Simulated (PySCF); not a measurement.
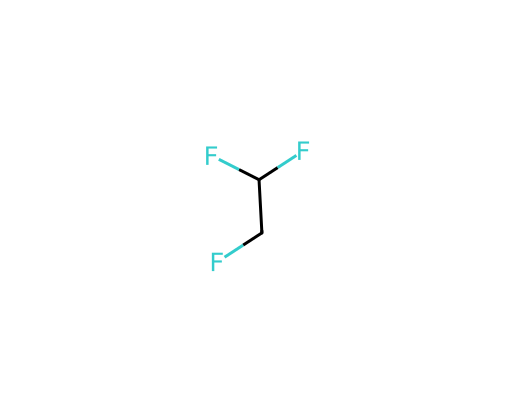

Figure made from data computed with PySCF.

### Write the SMILES.

FCC(F)F

### What is the molecular formula?

C2H3F3.

### An optimisation with PBE0-D3(BJ)/def2-SVP gave a structure of which point group?

C1. Other conformers may differ.
